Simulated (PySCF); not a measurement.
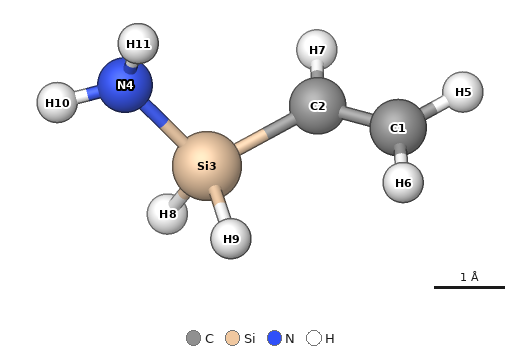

Figure 1. The structure (ball-and-stick view, seen at a tilt; atoms are numbered from 1 in the order of the input). Bond lengths as drawn: C–C 1.34 Å, C–H 1.10 Å, C–Si 1.87 Å, H–N 1.01 Å, H–Si 1.50 Å and N–Si 1.73 Å.

# Two runs on C₂H₇NSi

System: C₂H₇NSi, SMILES C=C[SiH2]N.
Method of run 1: GIAO PBE0/6-31G NMR shielding, non-relativistic, gas phase (PySCF 2.14.0).

The geometry comes from this level: PBE0-D3(BJ)/def2-SVP. Text and figures count atoms from 1; the logs count them from 0 in places.

The input, run 1:
```
{"job": {"kind": "nmr", "xc": "PBE0", "basis": "6-31G", "pop": true}, "charge": 0, "multiplicity": 1}
C     -2.035593     0.086315    -0.289767
C     -0.917663     0.213161     0.434816
Si     0.696066    -0.603051    -0.032355
N      1.941159     0.599322    -0.122895
H     -2.978743     0.565609    -0.002618
H     -2.058273    -0.508810    -1.210560
H     -0.953903     0.827169     1.344859
H      1.151144    -1.578932     1.006246
H      0.417580    -1.374488    -1.293917
H      2.912011     0.309713    -0.080845
H      1.830863     1.375421    -0.766829
```

The first line tells a small driver script what to run in PySCF; the rest is the geometry in Å.

Launched with:
```bash
OMP_NUM_THREADS=1 python <driver script> task.json out
```

Hardware: 1 CPU thread, shared host.

Output (run 1):
```
coarse grid: 9200 points
cycle   1  E = -424.2743606065  dE =  2.138e-01  |g| = 4.499e-01  |ddm| = 2.878e+00
cycle   2  E = -424.2437938198  dE =  3.057e-02  |g| = 5.772e-01  |ddm| = 9.625e-01
cycle   3  E = -424.3229638450  dE = -7.917e-02  |g| = 5.895e-02  |ddm| = 5.871e-01
cycle   4  E = -424.3238036798  dE = -8.398e-04  |g| = 2.111e-02  |ddm| = 8.192e-02
cycle   5  E = -424.3239173836  dE = -1.137e-04  |g| = 7.378e-03  |ddm| = 2.439e-02
cycle   6  E = -424.3239314698  dE = -1.409e-05  |g| = 1.563e-03  |ddm| = 7.517e-03
cycle   7  E = -424.3239322005  dE = -7.308e-07  |g| = 1.121e-04  |ddm| = 2.058e-03
final grid: 82944 points
cycle   8  E = -424.2806901291  dE = -6.295e-06  |g| = 6.790e-03  |ddm| = 1.277e-02
cycle   9  E = -424.2806843524  dE =  5.777e-06  |g| = 8.534e-03  |ddm| = 1.400e-02
cycle  10  E = -424.2807016400  dE = -1.729e-05  |g| = 7.715e-04  |ddm| = 7.796e-03
cycle  11  E = -424.2807017968  dE = -1.568e-07  |g| = 7.835e-05  |ddm| = 8.391e-04
cycle  12  E = -424.2807017977  dE = -9.409e-10  |g| = 5.803e-05  |ddm| = 1.387e-04
cycle  13  E = -424.2807017986  dE = -8.993e-10  |g| = 1.290e-05  |ddm| = 6.036e-05
converged SCF energy = -424.2807017986

GIAO shielding tensors (ppm)
atom      isotropic    diamagn.    paramagn.     s11        s22        s33       span
  0 C       63.951     255.539    -191.588    -52.143     68.830    175.166    227.309
  1 C       67.130     258.392    -191.262    -39.945     55.950    185.386    225.332
  2 Si     451.306     881.180    -429.874    411.315    454.016    488.588     77.273
  3 N      269.680     322.152     -52.472    237.333    263.682    308.024     70.691
  4 H       26.001      29.195      -3.194     22.949     25.850     29.205      6.256
  5 H       26.016      31.135      -5.119     22.804     25.479     29.764      6.960
  6 H       25.945      30.551      -4.606     24.730     25.463     27.642      2.912
  7 H       27.652      29.590      -1.938     24.243     25.731     32.982      8.739
  8 H       27.684      30.225      -2.541     23.883     26.200     32.970      9.086
  9 H       33.384      30.286       3.099     25.175     28.533     46.446     21.271
 10 H       33.611      30.839       2.772     25.441     30.043     45.348     19.907
```

Run 2 used a changed input.

The two runs side by side:

| quantity | run 1 | run 2 |
| --- | --- | --- |
| outcome | converged | converged |
| total energy (hartree) | −424.280702 | −419.339783 |
| HOMO (eV) | −6.84 | −3.64 |
| LUMO (eV) | −0.03 | 3.49 |
| dipole moment (D) | 1.11 | 1.02 |
| shielding of C1 (ppm) | 64.0 | 119.2 |
| shielding of C2 (ppm) | 67.1 | 121.5 |
| shielding of Si3 (ppm) | 451.3 | 552.1 |
| shielding of N4 (ppm) | 269.7 | 336.0 |
| shielding of H6 (ppm) | 26.0 | 27.0 |
| shielding of H8 (ppm) | 27.7 | 30.2 |
| shielding of H9 (ppm) | 27.7 | 30.1 |
| SCF iterations | 13 | 11 |
| basis functions | 54 | 31 |
| wall time (shared host) | 6.1 s | 3.1 s |

Which change of the input explains these differences?

The change (lines with − go, lines with + come):
```diff
-"basis": "6-31G"
+"basis": "STO-3G"
```

The total energy of run 2 is 3100.5 kcal/mol higher, which measures the change of basis and not a stability. The HOMO goes from −6.84 to −3.64 eV. The LUMO goes from −0.03 to 3.49 eV. The dipole moment goes from 1.11 to 1.02 D. Of all shieldings, the largest change is that of Si3, by +100.8 ppm. The SCF takes 11 iterations against 13. The basis functions go from 54 to 31.

Output (run 2):
```
coarse grid: 9200 points
cycle   1  E = -419.2967515333  dE =  1.195e-01  |g| = 4.484e-01  |ddm| = 3.955e+00
cycle   2  E = -419.3035678913  dE = -6.816e-03  |g| = 4.357e-01  |ddm| = 1.176e+00
cycle   3  E = -419.3597581388  dE = -5.619e-02  |g| = 8.314e-02  |ddm| = 6.373e-01
cycle   4  E = -419.3617085144  dE = -1.950e-03  |g| = 2.611e-02  |ddm| = 1.224e-01
cycle   5  E = -419.3619135400  dE = -2.050e-04  |g| = 3.926e-03  |ddm| = 3.507e-02
cycle   6  E = -419.3619189740  dE = -5.434e-06  |g| = 4.360e-04  |ddm| = 6.840e-03
final grid: 82944 points
cycle   7  E = -419.3397794112  dE = -6.045e-06  |g| = 3.146e-03  |ddm| = 1.155e-02
cycle   8  E = -419.3397805505  dE = -1.139e-06  |g| = 2.566e-03  |ddm| = 8.041e-03
cycle   9  E = -419.3397826183  dE = -2.068e-06  |g| = 1.834e-04  |ddm| = 3.690e-03
cycle  10  E = -419.3397826292  dE = -1.085e-08  |g| = 5.604e-05  |ddm| = 3.172e-04
cycle  11  E = -419.3397826299  dE = -7.610e-10  |g| = 2.766e-05  |ddm| = 9.347e-05
converged SCF energy = -419.3397826299

GIAO shielding tensors (ppm)
atom      isotropic    diamagn.    paramagn.     s11        s22        s33       span
  0 C      119.247     253.083    -133.836     19.249    130.452    208.039    188.790
  1 C      121.497     254.265    -132.768     23.987    110.492    230.013    206.027
  2 Si     552.061     868.643    -316.581    512.708    542.843    600.633     87.924
  3 N      335.991     311.642      24.349    294.405    307.013    406.555    112.150
  4 H       26.808      29.809      -3.001     23.680     25.890     30.855      7.175
  5 H       27.018      31.983      -4.965     23.787     25.811     31.456      7.669
  6 H       26.614      31.373      -4.758     25.040     25.964     28.839      3.799
  7 H       30.151      31.303      -1.152     26.491     27.552     36.410      9.920
  8 H       30.098      32.494      -2.396     26.086     28.224     35.984      9.899
  9 H       34.344      30.277       4.067     24.855     30.414     47.762     22.906
 10 H       34.584      31.082       3.501     24.981     31.750     47.020     22.040
```
